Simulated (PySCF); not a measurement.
**Two runs on C$_{5}$H$_{4}$Cl**

System: C$_{5}$H$_{4}$Cl, charge −1, SMILES Cl[c-]1cccc1.
Method of run 1: TDDFT PBE0/6-31G*, vertical, gas phase, core orbitals frozen in the response (PySCF 2.14.0).

The geometry comes from this level: PBE0-D3(BJ)/def2-SVP. Text and figures count atoms from 1; the logs count them from 0 in places.

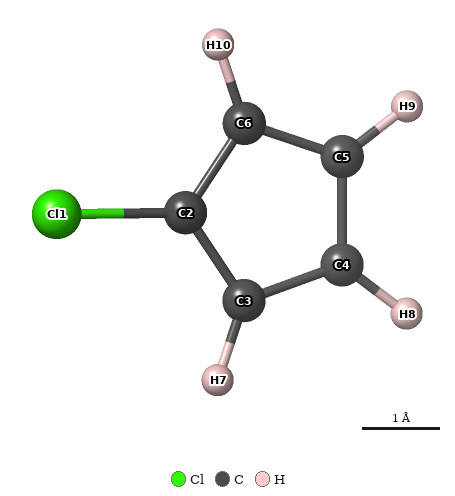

Fig. 1: The input geometry (ball-and-stick view, seen at a tilt; atoms are numbered from 1 in the order of the input). Bond lengths as drawn: C–C 1.41 Å, C–Cl 1.76 Å and C–H 1.09 Å.

**Input, run 1**
```
{"job": {"kind": "uv", "xc": "PBE0", "basis": "6-31G*"}, "charge": -1, "multiplicity": 1}
Cl     3.987379    -0.234805     0.848453
C      2.270181     0.064205     0.587252
C      1.273296    -0.926335     0.589357
C      0.051357    -0.259227     0.343375
C      0.313572     1.118583     0.194836
C      1.703428     1.327707     0.346736
H      1.431030    -1.994284     0.751265
H     -0.930892    -0.737336     0.279838
H     -0.428551     1.897812    -0.004056
H      2.246344     2.273117     0.291879
```

The first line tells a small driver script what to run in PySCF; the rest is the geometry in Å.

Hardware: 1 CPU thread, shared host.

**Output (run 1)**
```
coarse grid: 9536 points
cycle   1  E = -652.6789421181  dE =  9.539e-01  |g| = 5.648e-01  |ddm| = 3.401e+00
cycle   2  E = -652.6536978677  dE =  2.524e-02  |g| = 6.667e-01  |ddm| = 1.849e+00
cycle   3  E = -652.7723124835  dE = -1.186e-01  |g| = 6.531e-02  |ddm| = 1.046e+00
cycle   4  E = -652.7732810291  dE = -9.685e-04  |g| = 3.452e-02  |ddm| = 1.354e-01
cycle   5  E = -652.7735667663  dE = -2.857e-04  |g| = 1.411e-02  |ddm| = 5.689e-02
cycle   6  E = -652.7736197465  dE = -5.298e-05  |g| = 1.537e-03  |ddm| = 1.955e-02
cycle   7  E = -652.7736203236  dE = -5.771e-07  |g| = 4.275e-04  |ddm| = 1.839e-03
final grid: 89280 points
cycle   8  E = -652.7190418406  dE = -1.619e-05  |g| = 6.614e-03  |ddm| = 2.178e-02
cycle   9  E = -652.7190373638  dE =  4.477e-06  |g| = 7.914e-03  |ddm| = 1.902e-02
cycle  10  E = -652.7190542319  dE = -1.687e-05  |g| = 5.336e-04  |ddm| = 1.086e-02
cycle  11  E = -652.7190543036  dE = -7.171e-08  |g| = 1.697e-04  |ddm| = 8.741e-04
cycle  12  E = -652.7190543097  dE = -6.075e-09  |g| = 7.044e-05  |ddm| = 2.497e-04
cycle  13  E = -652.7190543110  dE = -1.361e-09  |g| = 1.325e-05  |ddm| = 1.082e-04
cycle  14  E = -652.7190543111  dE = -4.184e-11  |g| = 4.824e-06  |ddm| = 2.156e-05
converged SCF energy = -652.7190543111

Static polarisability (au): isotropic 57.677, principal 24.012 65.275 83.745

Singlet excitations
state   eV       nm        f      main configurations
  1   4.7527    260.9   0.00045   H->L 0.99
  2   4.9758    249.2   0.00000   H-1->L 1.00
  3   6.6412    186.7   0.01766   H->L+1 0.63, H-1->L+2 0.35
  4   6.6757    185.7   0.00005   H->L+2 0.54, H-1->L+1 0.45
  5   7.0094    176.9   0.00006   H->L+3 0.98
  6   7.2135    171.9   0.00000   H-1->L+3 0.99
  7   7.7442    160.1   0.46433   H-1->L+2 0.61, H->L+1 0.34
  8   7.8344    158.3   0.38824   H-1->L+1 0.51, H->L+2 0.42
  9   8.0238    154.5   0.00000   H->L+4 0.78, H->L+6 0.14
 10   8.0296    154.4   0.00001   H->L+5 0.59, H-1->L+4 0.20, H-1->L+6 0.17

Triplet excitations (Tamm-Dancoff, eV): 4.1920 4.8864 5.1486 5.1656
```

The input of run 2 differs as follows (lines with − go, lines with + come):
```diff
-"basis": "6-31G*"
+"basis": "def2-TZVP"
```

Predict how the results change.

The total energy of run 2 is 74.2 kcal/mol lower, which measures the change of basis and not a stability. The HOMO goes from 0.28 to −0.26 eV. The LUMO goes from 6.53 to 5.74 eV. The lowest excitation goes from 4.75 to 4.63 eV. The strongest computed line goes from 7.74 to 6.15 eV. The number of SCF iterations is the same. The basis functions go from 96 to 216.

**Output (run 2)**
```
coarse grid: 9536 points
cycle   1  E = -652.7476252873  dE =  9.263e-01  |g| = 5.774e-01  |ddm| = 2.864e+00
cycle   2  E = -652.6662955156  dE =  8.133e-02  |g| = 8.242e-01  |ddm| = 3.090e+00
cycle   3  E = -652.8470028104  dE = -1.807e-01  |g| = 6.890e-02  |ddm| = 2.146e+00
cycle   4  E = -652.8479362896  dE = -9.335e-04  |g| = 3.390e-02  |ddm| = 1.497e-01
cycle   5  E = -652.8481683801  dE = -2.321e-04  |g| = 1.046e-02  |ddm| = 5.569e-02
cycle   6  E = -652.8481925422  dE = -2.416e-05  |g| = 3.949e-03  |ddm| = 1.476e-02
cycle   7  E = -652.8481960890  dE = -3.547e-06  |g| = 1.166e-03  |ddm| = 6.311e-03
final grid: 89280 points
cycle   8  E = -652.8372569001  dE = -3.660e-05  |g| = 6.855e-03  |ddm| = 7.598e-02
cycle   9  E = -652.8372477155  dE =  9.185e-06  |g| = 8.917e-03  |ddm| = 2.179e-02
cycle  10  E = -652.8372683936  dE = -2.068e-05  |g| = 9.373e-04  |ddm| = 1.256e-02
cycle  11  E = -652.8372685589  dE = -1.652e-07  |g| = 3.265e-04  |ddm| = 1.624e-03
cycle  12  E = -652.8372685837  dE = -2.487e-08  |g| = 1.275e-04  |ddm| = 5.562e-04
cycle  13  E = -652.8372685876  dE = -3.839e-09  |g| = 2.544e-05  |ddm| = 2.086e-04
cycle  14  E = -652.8372685877  dE = -1.294e-10  |g| = 7.362e-06  |ddm| = 3.560e-05
converged SCF energy = -652.8372685877

Static polarisability (au): isotropic 74.783, principal 47.382 78.956 98.012

Singlet excitations
state   eV       nm        f      main configurations
  1   4.6324    267.6   0.00044   H->L 0.98
  2   4.8898    253.6   0.00000   H-1->L 0.99
  3   5.7369    216.1   0.00156   H->L+1 0.83, H->L+3 0.14
  4   5.9715    207.6   0.00000   H->L+2 0.66, H-1->L+1 0.28
  5   5.9997    206.7   0.00001   H-1->L+1 0.68, H->L+2 0.31
  6   6.0223    205.9   0.00834   H->L+3 0.69, H-1->L+2 0.17, H->L+1 0.13
  7   6.1485    201.6   0.00391   H-1->L+2 0.81, H->L+3 0.16
  8   6.1507    201.6   0.00063   H->L+5 0.59, H-1->L+4 0.40
  9   6.1545    201.5   0.01379   H->L+4 0.62, H-1->L+5 0.37
 10   6.2673    197.8   0.00000   H-1->L+3 0.94

Triplet excitations (Tamm-Dancoff, eV): 4.2038 4.7901 4.8813 4.9271
```

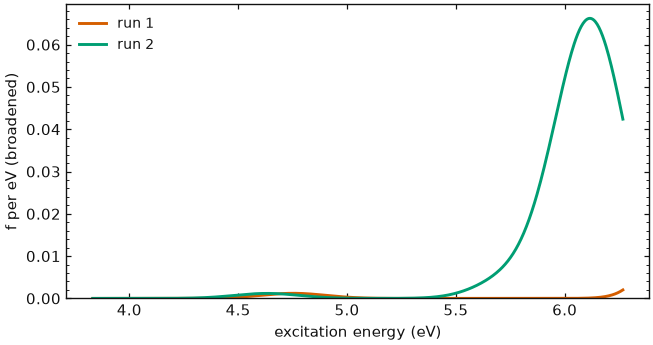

Fig. 2: Absorption of the two runs from their computed states, each broadened by a Gaussian of 0.35 eV full width; the range ends where the shorter list of states ends.

**The two runs side by side**

```tsv
quantity	run 1	run 2
outcome	converged	converged
total energy (hartree)	−652.719054	−652.837269
HOMO (eV)	0.28	−0.26
LUMO (eV)	6.53	5.74
lowest excitation (eV)	4.75	4.63
SCF iterations	14	14
strongest computed line (eV)	7.74	6.15
basis functions	96	216
wall time (shared host)	8 s	24 s
```

For run 1: The highest filled orbital lies above zero: either the extra electron isn't bound at this level, or the self-interaction error of the functional lifts the level.
